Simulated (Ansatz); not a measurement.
System: Al$_{3}$NiPd$_{2}$.

Input file:

```
crystal:
  lattice:
    - [4.2710765786, 0.0, 0.0]
    - [-2.1355382893, 3.6988608186, 0.0]
    - [0.0, 0.0, 5.2430307]
  atoms:
    - { symbol: Al, position: [0.6666666667, 0.3333333333, 0.844154] }
    - { symbol: Al, position: [0.3333333333, 0.6666666667, 0.155846] }
    - { symbol: Al, position: [0.0, 0.0, 0.5] }
    - { symbol: Ni, position: [0.0, 0.0, 0.0] }
    - { symbol: Pd, position: [0.3333333333, 0.6666666667, 0.66755] }
    - { symbol: Pd, position: [0.6666666667, 0.3333333333, 0.33245] }
basis:
  ecutwfc: 500
kpoints:
  mp_grid: { grid: [12, 12, 8] }
  band_path:
    path:
      - [[0.0, 0.0, 0.0], [0.5, 0.0, 0.0], [0.33333333, 0.33333333, 0.0], [0.0, 0.0, 0.0], [0.0, 0.0, 0.5], [0.5, 0.0, 0.5], [0.33333333, 0.33333333, 0.5], [0.0, 0.0, 0.5]]
      - [[0.5, 0.0, 0.5], [0.5, 0.0, 0.0]]
      - [[0.33333333, 0.33333333, 0.5], [0.33333333, 0.33333333, 0.0]]
    npoints: 14
hamiltonian:
  xc: r2scan
scf:
  occupations: { method: gaussian, width: 0.1 }
  n_extra_bands: 15
output:
  forces: true
  stress: true
  eigenvalues: true
  populations: true
  dos: { projected: true, de: 0.02, nscf_kmesh: { grid: [15, 15, 10] } }
  bader: true
  write_density: true
  write_potential: true
  elf: true
  volumetric_format: npy
```

Launched as:

```sh
ansatz run input.yaml --threads 4 --pin off --max-ram 8192MiB --backend cpu --events-out ev --progress --plain --runs-dir out
```

Below, planes, directions and counts refer to the conventional cell (a = 4.27 Å, b = 4.27 Å, c = 5.24 Å, α = 90.00°, β = 90.00°, γ = 120.00°).

Space group P-3m1; a structure generated by program, which may or may not match a known phase; computed pressure about −4 GPa in this cell; computed without spin polarisation.

These are results of Ansatz, DFT r2SCAN, scalar-relativistic, plane waves, PAW, not measurements.

> What will maps of the valence pseudo-density and electron localisation function show?

Al–Pd (2.56 Å): ρ at the midpoint is about 0.35 e/Å³; the ELF is about 0.35 at the midpoint: no localised pair shows between them.
Al–Ni (2.60 Å): ρ at the midpoint is about 0.26 e/Å³; the ELF is about 0.40 at the midpoint.
Al–Pd (2.62 Å): ρ at the midpoint is about 0.32 e/Å³; the ELF is about 0.35 at the midpoint: no localised pair shows between them.
Al–Pd (2.68 Å): ρ is about 0.28 e/Å³ halfway; the ELF is about 0.35 at the midpoint (no shared electron pair shows on this line).
Bader's partition of the density gives Al +1.74, Ni −1.22 and Pd −1.99 e.

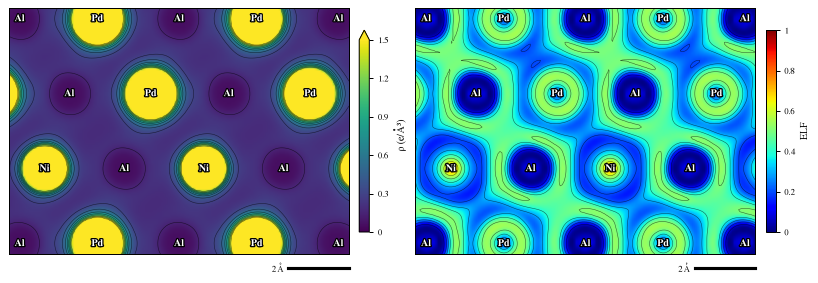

Computed valence pseudo-density and electron localisation function on the (110) plane of the conventional cell, in this order. 
